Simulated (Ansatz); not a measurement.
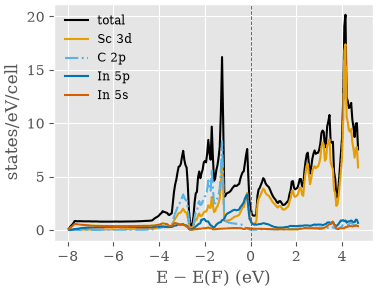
Fig. 1. Total and projected density of states of Sc2InC in space group P6_3/mmc (No. 194; Sc on 4f, In on 2d, C on 2a), the program Ansatz at the r²SCAN level (PAW)

Q: Which orbitals carry the states next to the Fermi level?

A: Within 0.5 eV of the Fermi level: Sc 3d 50 %, In 5p 37 %. Projections are on Löwdin-orthogonalised atomic valence shells; empty p or d shells of many metals are not among them.

Q: Where is the tallest occupied peak in this window, and what makes it?

A: Near -1.2 eV, about 16 states/eV per cell; the largest projected share is C 2p.

The workflow started from a Materials Project entry (that database holds measured and hypothetical structures alike); the Crystallography Open Database copy checked does not list it. Its standing as an ambient phase is unchecked. The r²SCAN relaxation kept the symmetry of its start; of distortions, only those at the zone centre were tested. No spin polarisation was allowed. Spin–orbit coupling is left out wherever it is not named.

Potentials: the later of the program's two PAW sets.
